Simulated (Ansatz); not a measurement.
**Geometry relaxation of GeH2ClF3 (part 1 of 2)**

GeH2ClF3, computed with RKS B3LYP/def2-SVP (Ansatz 0.2.0).

It belongs to a series of runs on one base structure; here: end point B relaxed. Figures and captions count atoms from 1; the log counts them from 0 in places.

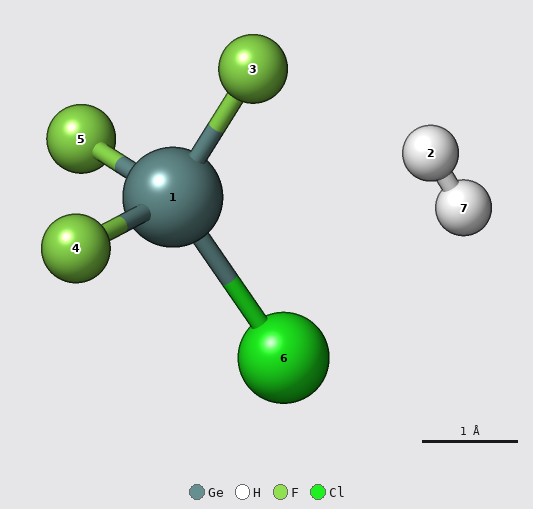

*The starting structure (ball-and-stick view, seen at a tilt; atoms are numbered from 1 in the order of the input). Sticks mark near contacts.*

Bond lengths as drawn: Cl–Ge 2.18 Å, F–Ge 1.71 Å and H–H 0.72 Å.

Results in brief

```csv
quantity,value
outcome,converged
total energy,−77211.3022 eV
mean-field energy,−77211.3022 eV
largest force (length of the vector) at the end,0.015 eV/Å
hardware,"2 threads of Arm Neoverse V2, 24 GiB of memory available, shared host"
wall time,49 s (CPU time 94 s)
peak memory,0.24 GiB
```

Input file
```yaml
crystal:
  periodic: [false, false, false]
  atoms:
    - { symbol: Ge, position_ang: [-0.56342, 6.1e-05, -0.402278] }
    - { symbol: H, position_ang: [0.167447, -0.000892, 2.264846] }
    - { symbol: F, position_ang: [0.985624, 0.000169, 0.331351] }
    - { symbol: F, position_ang: [-0.604538, 1.396115, -1.39468] }
    - { symbol: F, position_ang: [-0.604205, -1.396264, -1.39436] }
    - { symbol: Cl, position_ang: [-2.318665, -2.2e-05, 0.896477] }
    - { symbol: H, position_ang: [-0.432342, 0.000832, 2.657443] }
basis:
  gaussian: { orbitals: def2-SVP }
hamiltonian:
  xc: b3lyp
relax:
  f_tol: 0.03
  max_steps: 50
output:
  orbitals: {}
```

Run as:
```bash
ansatz run input.yaml --threads 2 --pin off --max-ram 3072MiB --backend cpu --events-out ev --progress --plain --runs-dir out
```

Output
```
The last accepted step is kept in [file] (removed where the run ends without a failure and the disk answers)
Engine: ansatz 0.2.0, aarch64-unknown-linux-gnu
Functional definition: B3LYP
  parameter a0 = 0.2
  parameter ax = 0.72
  parameter ac = 0.81
  exchange = (1 - a0 - ax)*slater_x + ax*b88_x + a0*exact_x
  correlation = (1 - ac)*vwn_rpa_c + ac*lyp_c
1028 factors; integrals over basis functions are off by at most 5.8e-4 eV
mean field evaluation 1: about -77205.9620 eV, gradient 5.6e1 eV
mean field evaluation 2: about -77195.5193 eV, gradient 1.0e2 eV
mean field evaluation 4: about -77210.9397 eV, gradient 2.7e0 eV
mean field evaluation 8: about -77210.9747 eV, gradient 1.2e-1 eV
mean field evaluation 16: about -77210.9747 eV, gradient 3.1e-5 eV
mean field -77210.97473536 eV, -2837.4509860460 hartree, gradient 3.1e-5 eV, S^2 0.000000; 0 other end points of the search recorded, 0 dependent functions left out
the calculation of the forces begins
reference -77210.97494687 eV, -2837.4509938188 hartree; 39, 39 occupied and 63, 63 virtual orbitals, 1028 factors
relax step   1: F+E_penalty+E_count = -77210.97473536 eV  Δ(F+E_penalty+E_count) = +0.000e0 eV  max|allowed force component| = 1.508e0 eV/Å  Δτ_max = 0.0000 Å  (26 SCF iters, accepted)
these checks for a lower state are left out or cut short: starts, cluster_reference, orbital_swaps, neighbouring_geometries, increment
1028 factors; integrals over basis functions are off by at most 6.7e-4 eV
mean field -77211.17557615 eV, -2837.4583668090 hartree, gradient 1.1e-5 eV, S^2 0.000000; 0 other end points of the search recorded, 0 dependent functions left out
[... from here on the field's lines of each further geometry are left out, up to the last ...]
relax step   2: F+E_penalty+E_count = -77211.17557615 eV  Δ(F+E_penalty+E_count) = -2.008e-1 eV  max|allowed force component| = 2.383e-1 eV/Å  Δτ_max = 0.1949 Å  (29 SCF iters, accepted)
relax step   3: F+E_penalty+E_count = -77211.24852446 eV  Δ(F+E_penalty+E_count) = -7.295e-2 eV  max|allowed force component| = 2.232e-1 eV/Å  Δτ_max = 0.1905 Å  (29 SCF iters, accepted)
relax step   4: F+E_penalty+E_count = -77211.27476714 eV  Δ(F+E_penalty+E_count) = -2.624e-2 eV  max|allowed force component| = 1.070e-1 eV/Å  Δτ_max = 0.1623 Å  (30 SCF iters, accepted)
relax step   5: F+E_penalty+E_count = -77211.28322920 eV  Δ(F+E_penalty+E_count) = -8.462e-3 eV  max|allowed force component| = 2.293e-1 eV/Å  Δτ_max = 0.1725 Å  (29 SCF iters, accepted)
relax step   6: F+E_penalty+E_count = -77211.28960756 eV  Δ(F+E_penalty+E_count) = -6.378e-3 eV  max|allowed force component| = 1.182e-1 eV/Å  Δτ_max = 0.0793 Å  (30 SCF iters, accepted)
relax step   7: F+E_penalty+E_count = -77211.29058483 eV  Δ(F+E_penalty+E_count) = -9.773e-4 eV  max|allowed force component| = 2.399e-1 eV/Å  Δτ_max = 0.0417 Å  (30 SCF iters, accepted)
relax step   8: F+E_penalty+E_count = -77211.27419712 eV  Δ(F+E_penalty+E_count) = +1.639e-2 eV  max|allowed force component| = 1.082e0 eV/Å  Δτ_max = 0.2000 Å  (29 SCF iters, rejected (line search))
relax step   9: F+E_penalty+E_count = -77211.29538577 eV  Δ(F+E_penalty+E_count) = -4.801e-3 eV  max|allowed force component| = 1.038e-1 eV/Å  Δτ_max = 0.0993 Å  (29 SCF iters, accepted)
relax step  10: F+E_penalty+E_count = -77211.29816083 eV  Δ(F+E_penalty+E_count) = -2.775e-3 eV  max|allowed force component| = 5.370e-2 eV/Å  Δτ_max = 0.0994 Å  (29 SCF iters, accepted)
relax step  11: F+E_penalty+E_count = -77211.28935007 eV  Δ(F+E_penalty+E_count) = +8.811e-3 eV  max|allowed force component| = 8.015e-1 eV/Å  Δτ_max = 0.1408 Å  (29 SCF iters, rejected (line search))
relax step  12: F+E_penalty+E_count = -77211.29903466 eV  Δ(F+E_penalty+E_count) = -8.738e-4 eV  max|allowed force component| = 3.754e-2 eV/Å  Δτ_max = 0.0702 Å  (30 SCF iters, accepted)
relax step  13: F+E_penalty+E_count = -77211.29956965 eV  Δ(F+E_penalty+E_count) = -5.350e-4 eV  max|allowed force component| = 1.607e-1 eV/Å  Δτ_max = 0.0617 Å  (29 SCF iters, accepted)
relax step  14: F+E_penalty+E_count = -77211.30021268 eV  Δ(F+E_penalty+E_count) = -6.430e-4 eV  max|allowed force component| = 9.373e-2 eV/Å  Δτ_max = 0.0240 Å  (30 SCF iters, accepted)
relax step  15: F+E_penalty+E_count = -77211.30092481 eV  Δ(F+E_penalty+E_count) = -7.121e-4 eV  max|allowed force component| = 2.225e-2 eV/Å  Δτ_max = 0.0772 Å  (28 SCF iters, accepted)
relax step  16: F+E_penalty+E_count = -77211.30134185 eV  Δ(F+E_penalty+E_count) = -4.170e-4 eV  max|allowed force component| = 4.450e-2 eV/Å  Δτ_max = 0.0679 Å  (29 SCF iters, accepted)
relax step  17: F+E_penalty+E_count = -77211.30148041 eV  Δ(F+E_penalty+E_count) = -1.386e-4 eV  max|allowed force component| = 8.376e-2 eV/Å  Δτ_max = 0.0672 Å  (29 SCF iters, accepted)
relax step  18: F+E_penalty+E_count = -77211.30162801 eV  Δ(F+E_penalty+E_count) = -1.476e-4 eV  max|allowed force component| = 3.740e-2 eV/Å  Δτ_max = 0.0040 Å  (21 SCF iters, accepted)
relax step  19: F+E_penalty+E_count = -77211.30172907 eV  Δ(F+E_penalty+E_count) = -1.011e-4 eV  max|allowed force component| = 6.696e-3 eV/Å  Δτ_max = 0.0090 Å  (24 SCF iters, accepted)
relax step  20: F+E_penalty+E_count = -77211.30181813 eV  Δ(F+E_penalty+E_count) = -8.906e-5 eV  max|allowed force component| = 9.589e-3 eV/Å  Δτ_max = 0.0410 Å  (29 SCF iters, accepted)
relax step  21: F+E_penalty+E_count = -77211.30182413 eV  Δ(F+E_penalty+E_count) = -6.002e-6 eV  max|allowed force component| = 4.398e-2 eV/Å  Δτ_max = 0.1109 Å  (28 SCF iters, accepted)
the calculation of the forces begins
reference -77211.30218085 eV, -2837.4630194459 hartree; 39, 39 occupied and 63, 63 virtual orbitals, 1028 factors
relax step  22: F+E_penalty+E_count = -77211.30194175 eV  Δ(F+E_penalty+E_count) = -1.176e-4 eV  max|allowed force component| = 1.226e-2 eV/Å  Δτ_max = 0.0260 Å  (29 SCF iters, accepted)
1028 factors; integrals over basis functions are off by at most 5.2e-4 eV
mean field evaluation 160: about -77211.2882 eV, gradient 9.9e-2 eV
```

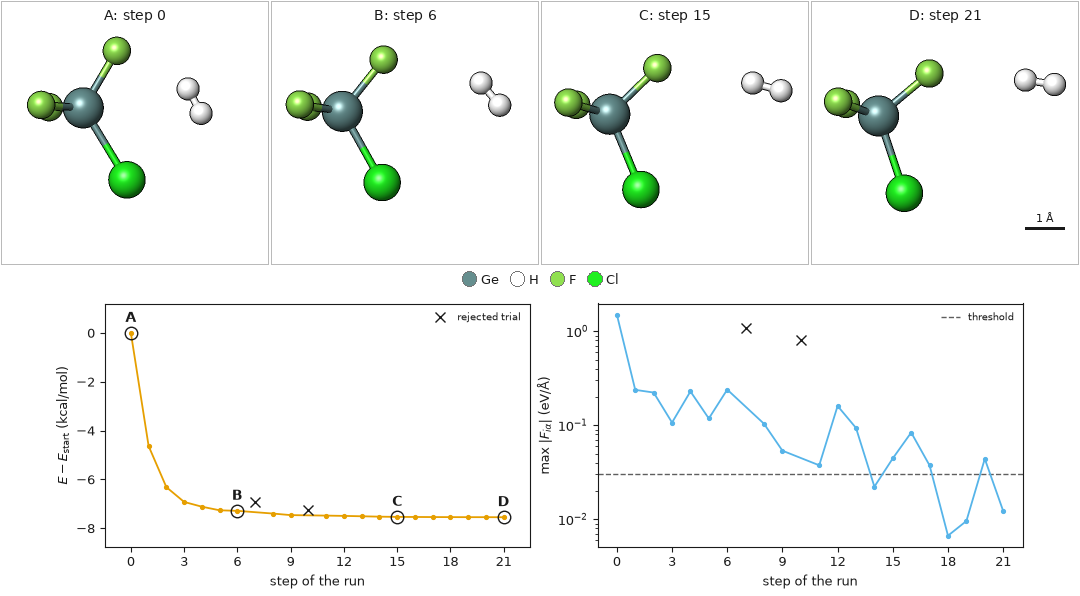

*Frames of the relaxation (ball-and-stick view, seen at a tilt) above the curves, on which the letters mark them (the first geometry is step 0 here and step 1 in the log).*

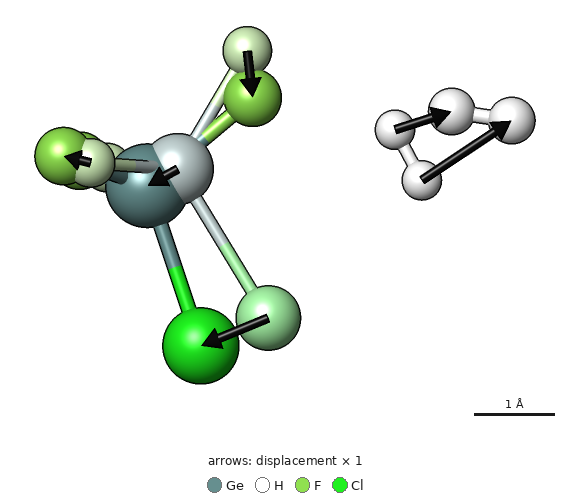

*Start (faint) and end (solid) with the displacements as black arrows, at true length (ball-and-stick view, seen at a tilt). The two geometries are laid on each other by the best rigid fit.*

Over 21 geometry steps the energy falls by 7.55 kcal/mol. Largest force component: 1.5 eV/Å at the start, 0.012 eV/Å at the end. The line search rejected the trial steps at points 7, 10 (counted from 0) and went back. H7 moves most after the best rigid fit: 1.35 Å. By element the largest moves are H 1.35 Å, Cl 0.91 Å, F 0.59 Å, Ge 0.43 Å. Among the contacts that change: Ge1–Cl6 2.183 → 2.113 Å, H2–H7 0.717 → 0.761 Å. Among the angles that change: F3–Ge1–Cl6 118.2° → 111.3°, F4–Ge1–Cl6 109.0° → 111.5°. (Atoms are counted from 1 in the order of the input.)

```
mean field -77211.30194175 eV, -2837.4630106593 hartree, gradient 1.1e-5 eV, S^2 0.000000; 1 other end points of the search recorded, 0 dependent functions left out
the calculation of the forces begins
reference -77211.30218085 eV, -2837.4630194459 hartree; 39, 39 occupied and 63, 63 virtual orbitals, 1028 factors
Total energy: -77211.30218085 eV, -2837.4630194459 hartree
Atom 0 at    -0.787166    -0.000050    -0.767618 Å, force    -0.002150    -0.000003     0.007378 eV/Å
Atom 1 at     0.417972     0.000107     2.967840 Å, force    -0.001056     0.000000     0.004978 eV/Å
Atom 2 at     0.406589    -0.000008     0.465639 Å, force    -0.009572    -0.000000    -0.011253 eV/Å
Atom 3 at    -0.515878     1.381973    -1.741705 Å, force    -0.000373    -0.002534     0.004701 eV/Å
Atom 4 at    -0.515850    -1.382116    -1.741638 Å, force    -0.000373     0.002538     0.004703 eV/Å
Atom 5 at    -2.735704    -0.000049     0.049674 Å, force     0.012260     0.000000    -0.005686 eV/Å
Atom 6 at     0.359939     0.000143     3.726607 Å, force     0.001263    -0.000000    -0.004822 eV/Å
Dipole moment:    -0.252685    -0.000002     0.059766 e Å
```

Trajectory as extended XYZ (Å, eV, eV/Å), 22 frames, from step=1 to step=22
```
7
Properties=species:S:1:pos:R:3:forces:R:3 step=1 energy=-77210.97473
Ge   -0.5634    0.0001   -0.4023   -1.0024  -0.0010   0.2453
H     0.1674   -0.0009    2.2648    1.5077  -0.0034  -0.4639
F     0.9856    0.0002    0.3314    0.0247   0.0002  -0.0151
F    -0.6045    1.3961   -1.3947   -0.0058  -0.0203  -0.0067
F    -0.6042   -1.3963   -1.3944   -0.0061   0.0210  -0.0065
Cl   -2.3187    0.0000    0.8965    0.6627   0.0002  -0.8634
H    -0.4323    0.0008    2.6574   -1.1808   0.0034   1.1103
7
Properties=species:S:1:pos:R:3:forces:R:3 step=2 energy=-77211.17558
Ge   -0.6060    0.0000   -0.4623   -0.2383  -0.0005   0.0166
H     0.2725   -0.0007    2.4291    0.1673   0.0001   0.1196
F     0.9227    0.0001    0.3208   -0.0990   0.0001  -0.0122
F    -0.6130    1.4011   -1.4468   -0.0019  -0.0086  -0.0703
F    -0.6128   -1.4012   -1.4465   -0.0021   0.0089  -0.0702
Cl   -2.3484    0.0000    0.7663    0.2378   0.0001  -0.2056
H    -0.3851    0.0007    2.7983   -0.0637   0.0000   0.2221
7
Properties=species:S:1:pos:R:3:forces:R:3 step=3 energy=-77211.24852
Ge   -0.6340    0.0000   -0.5558   -0.2232  -0.0003   0.1683
H     0.3346   -0.0003    2.6092    0.1653   0.0000  -0.0109
F     0.8349    0.0000    0.3282    0.0442   0.0001  -0.0703
F    -0.6169    1.3938   -1.5502    0.0043  -0.0254  -0.0443
F    -0.6168   -1.3939   -1.5500    0.0042   0.0256  -0.0443
Cl   -2.3450    0.0000    0.7063    0.1351   0.0000  -0.1887
H    -0.3269    0.0004    2.9711   -0.1299   0.0001   0.1902
7
Properties=species:S:1:pos:R:3:forces:R:3 step=4 energy=-77211.27477
Ge   -0.6484    0.0000   -0.6218   -0.0132  -0.0001   0.1070
H     0.3684    0.0001    2.7588   -0.0536   0.0000   0.0450
F     0.8038   -0.0001    0.2917    0.0256   0.0000  -0.0990
F    -0.6320    1.3869   -1.6258    0.0239  -0.0139  -0.0239
F    -0.6320   -1.3871   -1.6257    0.0239   0.0139  -0.0239
Cl   -2.3337    0.0000    0.6512   -0.0807   0.0000  -0.0345
H    -0.2962    0.0001    3.1305    0.0742   0.0000   0.0294
7
Properties=species:S:1:pos:R:3:forces:R:3 step=5 energy=-77211.28323
Ge   -0.6676   -0.0001   -0.6325   -0.0422   0.0000  -0.2293
H     0.3714    0.0001    2.7958   -0.0042   0.0000  -0.0037
F     0.7973    0.0000    0.2567   -0.0332   0.0000   0.1203
F    -0.6211    1.3774   -1.6510   -0.0196   0.0147   0.0396
F    -0.6211   -1.3775   -1.6510   -0.0197  -0.0147   0.0396
Cl   -2.4159    0.0000    0.5590    0.1051   0.0000   0.0072
H    -0.2132    0.0002    3.2817    0.0138   0.0000   0.0263
```
